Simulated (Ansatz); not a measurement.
**Band-structure calculation, with input and output: RuBrCl**

The run: band-structure calculation of RuBrCl (slab, 3 atoms in the cell). Method and program: DFT, PBE, plane waves, PAW, no spin polarisation (Ansatz 0.2.0).

The geometry comes from this level: r2SCAN. Figures and captions count atoms from 1; the log counts them from 0 in places.

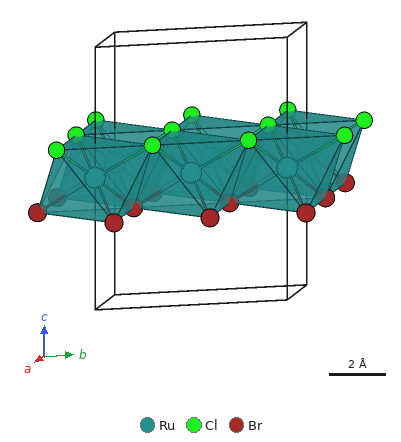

The structure as given in the input (polyhedral view of the 1 × 2 repeat of the cell, with the vacuum cut short, seen slightly off an axis; polyhedra are completed across the faces of the cell). An atom can appear more than once, as a periodic image.

Input
```yaml
crystal:
  lattice:
    - [3.6616484616, 0.0, 0.0]
    - [-1.8308242308, 3.1710805875, 0.0]
    - [0.0, 0.0, 29.9556252544]
  atoms:
    - { symbol: Ru, position: [0.0, 0.0, 0.3014584349] }
    - { symbol: Cl, position: [0.3333333333, 0.6666666667, 0.3431505136] }
    - { symbol: Br, position: [0.6666666667, 0.3333333333, 0.2567242659] }
  periodic: [true, true, false]
kpoints:
  mp_grid: { grid: [12, 12, 1] }
  band_path:
    path:
      - [0, 0, 0]
      - [0.5, 0, 0]
      - [0.3333333333333, 0.3333333333333, 0]
      - [0, 0, 0]
    npoints: 10
hamiltonian:
  xc: pbe
scf:
  occupations: { method: fermi_dirac, width: 0.02 }
  n_extra_bands: 4
output:
  forces: true
  stress: true
  eigenvalues: true
  write_density: true
  write_potential: true
  elf: true
  volumetric_format: npy
```

Launched with:
```bash
ansatz run input.yaml --threads 4 --pin off --max-ram 5529MiB --backend cpu --events-out ev --progress --plain --runs-dir out
```

What the program printed
```
scf.n_extra_bands = 4 over 15 filled bands (N_el = 30.0): the run solves 19 bands
Engine: ansatz 0.2.0, aarch64-unknown-linux-gnu
Pseudopotentials: kind: paw
Pseudopotential: Ru, paw, valence charge 16, recommended cutoff 420 eV (normal), Ru.paw.azcp
Pseudopotential: Cl, paw, valence charge 7, recommended cutoff 420 eV (normal), Cl.paw.azcp
Pseudopotential: Br, paw, valence charge 7, recommended cutoff 420 eV (normal), Br.paw.azcp
Functional definition: PBE
  parameter kappa = 0.804
  parameter beta = 0.06672455060314922
  exchange = pbe_x(kappa = kappa, mu = beta*pi^2/3)
  correlation = pbe_c(beta = beta)
Crystal: 3 atoms, lattice volume = 347.826 Å³
Basis set: ecut = 420 eV, 6749 PW (Γ), exchange–correlation on 50×50×432 points (8 copies of the dense FFT grid, shifted against one another)
Bands: 19, of which v1, the nominal top of the filled ones, is band 15 counted from 1 (14 counted from 0)
Symmetry: 6 space group operations
Space group: P3m1 (ITA 156), of the structure as read, at distance tolerance 7.0e-5 Å
k-points: 19 of 144 (time reversal used)
Non-local potential: Ru, projectors of the file, l = 0: 3, l = 1: 2, l = 2: 2, l = 3: 1
Non-local potential: Cl, projectors of the file, l = 0: 2, l = 1: 2, l = 2: 2
Non-local potential: Br, projectors of the file, l = 0: 2, l = 1: 2, l = 2: 2
PAW form: soft (Blöchl's): semilocal exchange-correlation on the pseudo side does not see the compensation charge
PAW one-centre angular grid: Ru, 590 points (default); XC on 64 Gauss nodes
PAW one-centre angular grid: Cl, 110 points (default); XC on 64 Gauss nodes
PAW one-centre angular grid: Br, 110 points (default); XC on 64 Gauss nodes
Initial density: superposition of atomic densities (neutral atoms: chi_scale 0, normalization atom), corrected by the library's trained network
Initial wavefunctions: pseudopotential atomic-orbital guess
Functional: x = pbe(κ = 0.804, μ = 0.2195149727645171), c = pbe(β = 0.06672455060314922)
SCF iter   1: F=—  HF=-9741.862095 eV  |F-HF|=—  |Δ(HF+E_count)|=         —  Δρ=1.35e-3  dr2=5.84e-3  ethr=1.77e-3  ⟨swp⟩=14.8  Hψ=3363  notcnv=0
preconditioner: auto → none  [insulator: Δε(μ)=1.135 eV  Ē_g=9.272 eV  σ=0.020 eV  W_gap=1.00  n_scr=16 (ndim 8)  ℏωp=9.3 eV  f_vac=0.789  D(μ)=0.00/eV (n_scr^D=0)  ε∞_Penn≈2.0]
SCF iter   2: F=—  HF=-9741.864584 eV  |F-HF|=—  |Δ(HF+E_count)|=   2.49e-3  Δρ=7.53e-4  dr2=1.03e-2  ethr=1.95e-5  ⟨swp⟩=4.7  Hψ=1216  notcnv=0
SCF iter   3: F=—  HF=-9741.864820 eV  |F-HF|=—  |Δ(HF+E_count)|=   2.36e-4  Δρ=6.38e-4  dr2=8.49e-3  ethr=1.95e-5  ⟨swp⟩=4.4  Hψ=734  notcnv=0
SCF iter   4: F=—  HF=-9741.864223 eV  |F-HF|=—  |Δ(HF+E_count)|=   5.97e-4  Δρ=2.87e-4  dr2=9.86e-4  ethr=1.95e-5  ⟨swp⟩=3.1  Hψ=568  notcnv=0
SCF iter   5: F=—  HF=-9741.864316 eV  |F-HF|=—  |Δ(HF+E_count)|=   9.26e-5  Δρ=1.11e-4  dr2=1.09e-4  ethr=3.29e-6  ⟨swp⟩=2.9  Hψ=689  notcnv=0
SCF iter   6: F=—  HF=-9741.864339 eV  |F-HF|=—  |Δ(HF+E_count)|=   2.31e-5  Δρ=4.19e-5  dr2=3.90e-6  ethr=3.64e-7  ⟨swp⟩=3.4  Hψ=722  notcnv=0
SCF iter   7: F=—  HF=-9741.864466 eV  |F-HF|=—  |Δ(HF+E_count)|=   1.27e-4  Δρ=1.53e-5  dr2=1.58e-6  ethr=1.30e-8  ⟨swp⟩=3.2  Hψ=852  notcnv=0
SCF iter   8: F=—  HF=-9741.864467 eV  |F-HF|=—  |Δ(HF+E_count)|=   2.15e-7  Δρ=6.22e-6  dr2=1.80e-7  ethr=5.28e-9  ⟨swp⟩=2.6  Hψ=621  notcnv=0
SCF iter   9: F=-9741.864467 eV  HF=-9741.864467 eV  |F-HF|=5.42e-9  |Δ(HF+E_count)|=   3.32e-8  Δρ=1.15e-6  dr2=2.76e-9  ethr=3.33e-10  ⟨swp⟩=20.6  Hψ=4052  notcnv=0
SCF 1 converged in 9 iterations: F = -9741.864467 eV  dr2 = 2.76e-9
  greatest PAW one-centre occupation: 0.998 electrons in one spin orbital (limit 2), on the Ru atom at site 0 (counted from 0), in its partial waves of l = 0
```

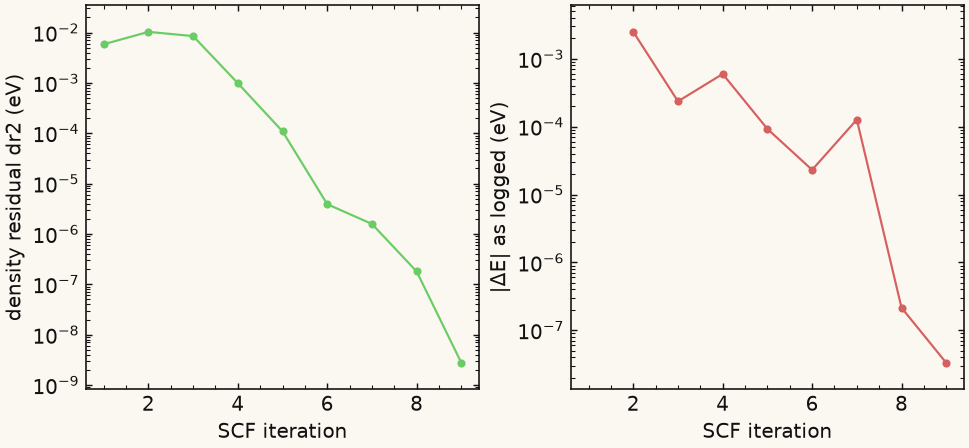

Convergence of the self-consistent field: density residual dr2 and size of the energy change against the SCF iteration. The residual falls almost steadily, with no more than small rises.

```
NSCF: frozen V_eff on 31 k-points
SCF converged after 9 iterations
Free energy (F): -9741.864467 eV
Harris-Foulkes:  -9741.864467 eV  (|F-HF|=5.42e-9)
Internal energy: -9741.864467 eV  (E = F + TS)
E sigma→0 (E₀):  -9741.864467 eV
Fermi energy:    -4.256546 eV
--- Per-component energies (eV) ---
  E_band       = -666.773898
  E_kinetic    = 810.477193
  E_local      = -46706.427899  (includes V_loc(G=0)·N_el)
  E_nonlocal   = 446.119989
  E_hartree    = 22739.212312
  E_xc         = -560.328288
  E_vxc        = -462.496811  (∫ρ·V_xc dr)
  E_paw        = -6368.767439  (= ΣΔE_a)
  E_vpaw       = -232.869578  (= ΣTr[D̂ρ^β])
  E_aug_tail   = -0.000066  (compensation charges beyond the density's cutoff)
  E_ewald      = 19897.849731
  E_smearing   = -0.000000  (= −TS)
  E_closure    = 0.000000  (closes the sum)
  Σ components = -9741.864467   (vs F -9741.864467, Δ=0.00e0)
--- Forces (eV/Å), atoms counted from 1 ---
  atom   1  Ru     0.00000000     0.00000000    -0.07680770
  atom   2  Cl    -0.00000000     0.00000000    -0.06692790
  atom   3  Br    -0.00000000    -0.00000000     0.14373980
  max |Σ_I F_I| component: 4.20e-6 eV/Å
--- 2D stress c σ (N/m, compression-positive) ---
        0.471483       0.000000       0.000000
        0.000000       0.471483       0.000000
        0.000000       0.000000       0.000000
  P = ½ c Tr σ = 0.4715 N/m
--- Band table (eV; the first three rows and the last of 19) ---
  k-point 0: bands = ["-76.7211", "-46.7827", "-46.7827", "-46.7391", "-21.8251", "-20.8688", "-10.9323", "-10.2701", "-10.2701", "-8.1598", "-7.7953", "-7.7953", "-5.9928", "-5.9928", "-5.0477", "-2.9769", "-2.9769", "-1.3205", "-0.4236"]
  k-point 1: bands = ["-76.7210", "-46.7853", "-46.7833", "-46.7387", "-21.7785", "-20.8705", "-10.8738", "-10.3508", "-10.2389", "-8.1937", "-8.0282", "-7.9484", "-5.9091", "-5.8331", "-4.9933", "-3.2164", "-3.0359", "-1.1265", "-0.2849"]
  k-point 2: bands = ["-76.7207", "-46.7923", "-46.7850", "-46.7375", "-21.6477", "-20.8757", "-10.7317", "-10.4996", "-10.1551", "-8.9223", "-8.2658", "-7.8958", "-5.8434", "-5.5179", "-4.8852", "-3.5949", "-3.1543", "-0.6598", "0.0788"]
  k-point 18: bands = ["-76.7191", "-46.8095", "-46.8089", "-46.7315", "-20.9314", "-20.9154", "-10.7148", "-10.6891", "-10.5682", "-9.2477", "-9.2406", "-9.1855", "-5.5959", "-5.0703", "-4.9437", "-3.5080", "-3.2092", "1.8214", "2.4688"]
```

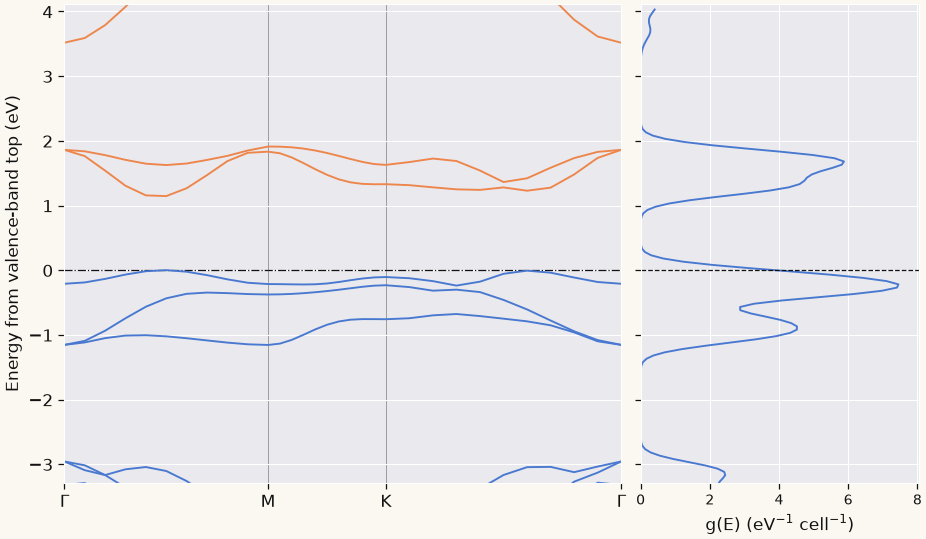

Band structure along Γ–M–K–Γ and density of states (the curve is built from the levels of the k mesh with Gaussians 0.3 eV wide, which also blur the band edges), with energies from the valence-band top. There is a gap of 1.15 eV on this path, direct, at between Γ and M.

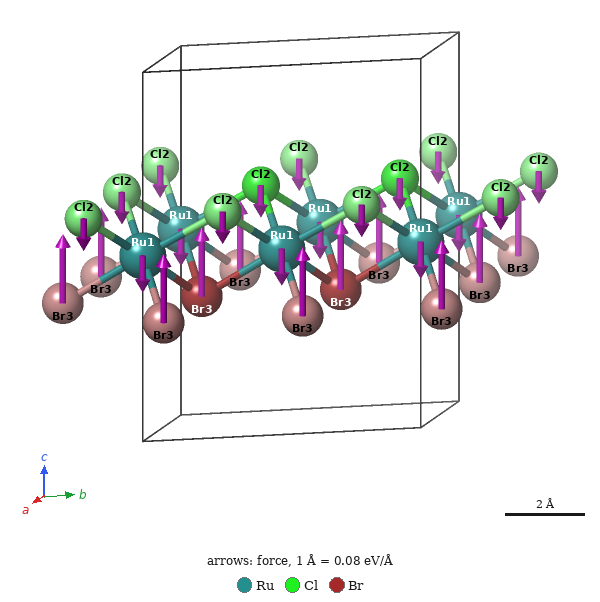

Forces on the atoms as pink arrows (ball-and-stick view of the 1 × 2 repeat of the cell, with the vacuum cut short, seen slightly off an axis; neighbours outside the cell are drawn fainter; atoms are numbered from 1 in the order of the input). The largest act on Br3 (0.14 eV/Å); Ru1 (0.08 eV/Å); Cl2 (0.07 eV/Å). The geometry is not a stationary point of this energy.

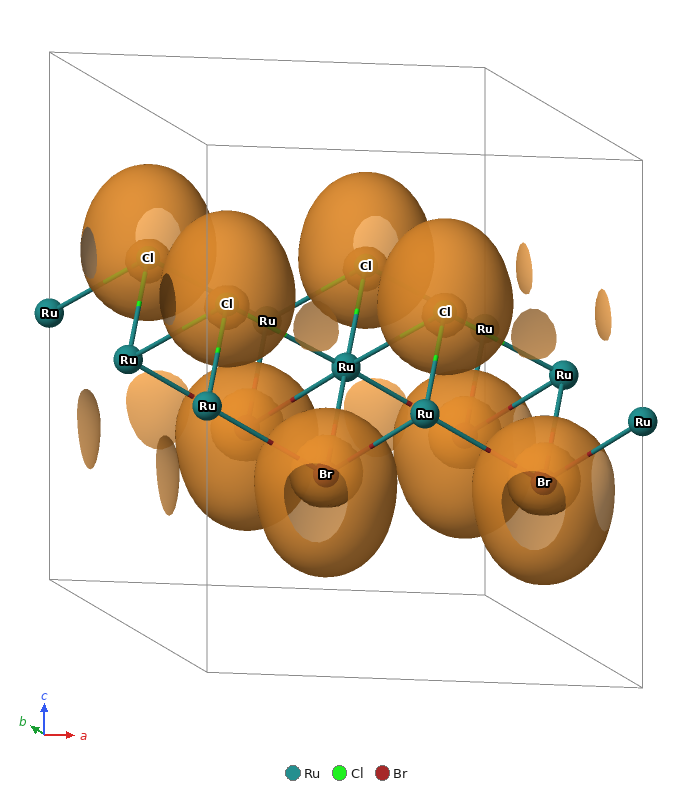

Isosurface of the ELF at 0.65 (orange), seen slightly off an axis. Core shells and regions of very low density are left out. Sticks mark near contacts. Along the contacts the grid gives the following. Ru–Cl (2.46 Å): the ELF is about 0.30 at the midpoint. Ru–Br (2.50 Å): the ELF is about 0.40 at the midpoint. The fields are those of the smooth PAW valence density.

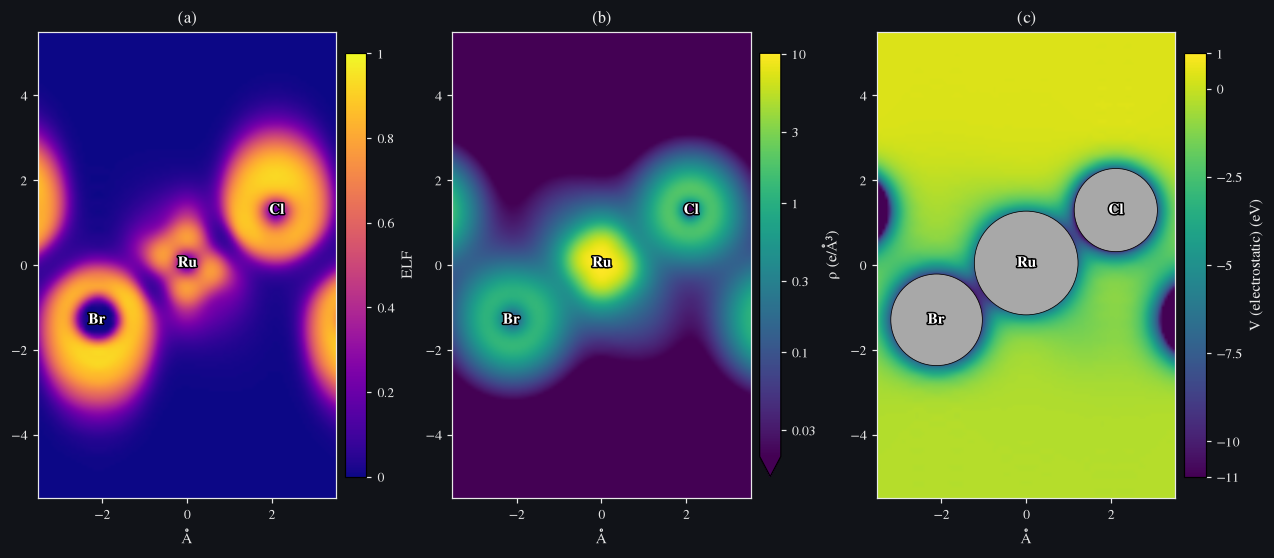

(a) ELF; (b) valence pseudo-density; (c) electrostatic potential energy of an electron on the (110) plane of the calculation cell, a cut from vacuum to vacuum. Grey discs, where drawn, cover atomic cores. Ru–Cl (2.46 Å): the density is about 0.45 e/Å³ at the midpoint; the ELF is about 0.30 at the midpoint. Ru–Br (2.50 Å): ρ is about 0.49 e/Å³ halfway; the ELF is about 0.40 at the midpoint. The density dies away to nearly zero in the vacuum. The strong features right at Ru lie inside the PAW spheres (semicore, d or f shells) and say nothing about bonding.

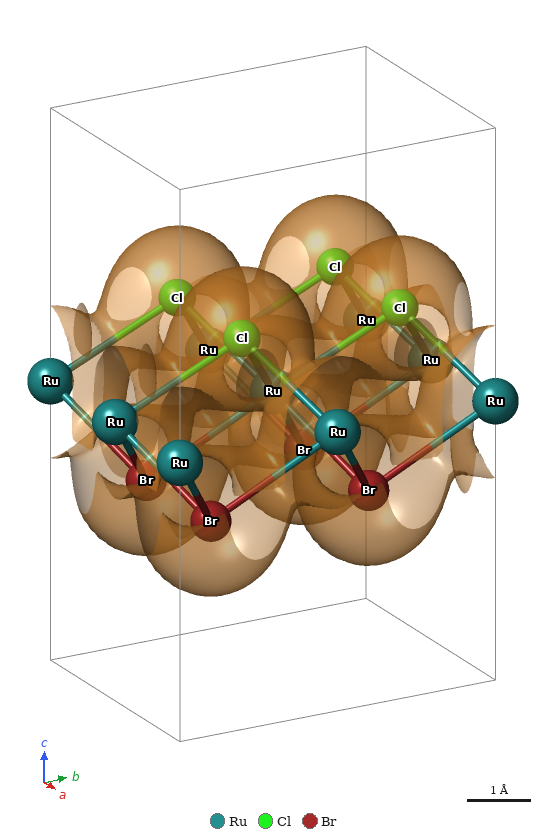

Isosurface of the valence charge density (pseudo) at 0.3 e/Å³ (orange), seen slightly off an axis. Sticks mark near contacts. At this value the density is joined into sheets; it holds about 85 % of the electrons treated as valence (semicore included). On the grid the lowest density along these lines, outside the cores, is 0.43 e/Å³ (Ru–Cl, 2.46 Å) and 0.46 e/Å³ (Ru–Br, 2.50 Å).

Key numbers

- outcome: converged
- electrons treated: 30
- free energy: −9741.8645 eV
- Fermi energy: −4.257 eV
- gap on the k-point mesh: 1.15 eV
- largest force (length of the vector): 0.144 eV/Å
- hardware: 4 threads of Arm Neoverse V1, 24 GiB of memory available, shared host
- wall time: 7.6 s (CPU time 29 s)
- peak memory: 0.62 GiB
